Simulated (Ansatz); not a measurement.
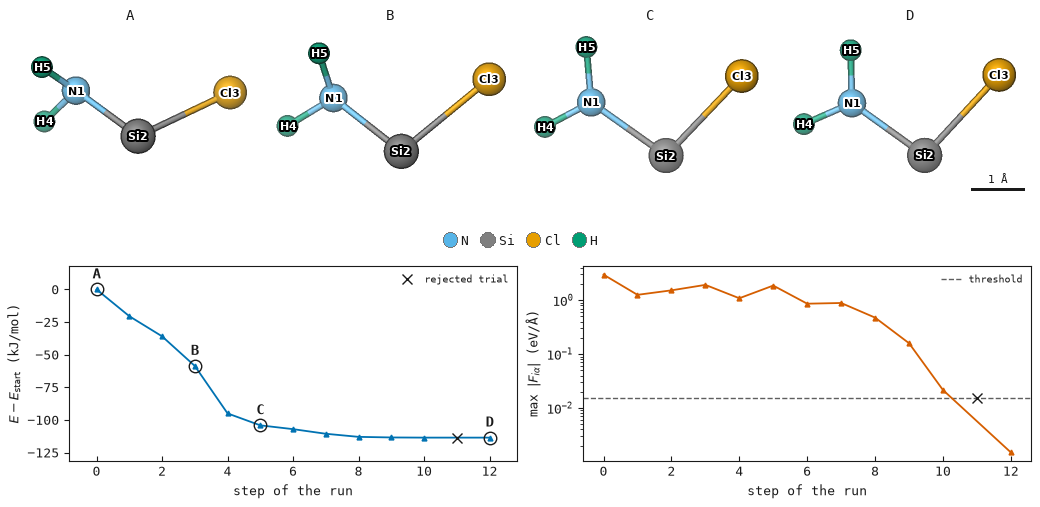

Frames of a relaxation of SiNH₂Cl, marked on the history of the run. Style: ball-and-stick. Shown from a free direction.

The run prepares an end point of a later path (inversion) calculation, from a guessed geometry.

Method: Ansatz, RKS r2SCAN-D4/6-31G*. Settings: no spin polarisation; force threshold 0.015 eV/Å; at most 40 steps.

### What happens along the run?

The largest move after the best rigid fit is that of H5, 0.78 Å. By element the largest moves are H 0.78 Å, Si 0.67 Å, Cl 0.58 Å, N 0.27 Å. Among the contacts that change: Si2–Cl3 2.052 → 2.125 Å, N1–Si2 1.654 → 1.716 Å, N1–H4 0.991 → 1.015 Å. Among the angles between lasting bonds that change: Si2–N1–H5 114.3° → 126.5°, H4–N1–H5 101.5° → 112.7°, Si2–N1–H4 111.1° → 120.9°. After 11 accepted moves (12 points after the start) the energy has fallen by 113.5 kJ/mol. The largest force component goes from 3 to 0.0015 eV/Å. The line search rejected the trial step at point 11 of the run. The run took 12 s on 1 thread of AMD EPYC 9R45 96-Core Processor (Zen 5), on a shared host, peak memory 0.15 GiB. From step 0 to 3: H5 moves most (0.44 Å), energy −58.6 kJ/mol. From step 3 to 5: Si2 moves most (0.39 Å), energy −45.5 kJ/mol. From step 5 to 12: H5 moves most (0.10 Å), energy −9.40 kJ/mol.

```csv
step,"E − E(0), kJ/mol","largest force component, eV/Å",note
0,0.00,2.9801,
1,-20.47,1.2577,
2,-35.88,1.5237,
3,-58.57,1.9250,
4,-94.92,1.0866,
5,-104.06,1.8689,
6,-106.97,0.8614,
7,-110.51,0.8877,
8,-112.88,0.4750,
9,-113.33,0.1592,
10,-113.46,0.0215,
11,-113.44,0.0155,rejected
12,-113.46,0.0015,
```
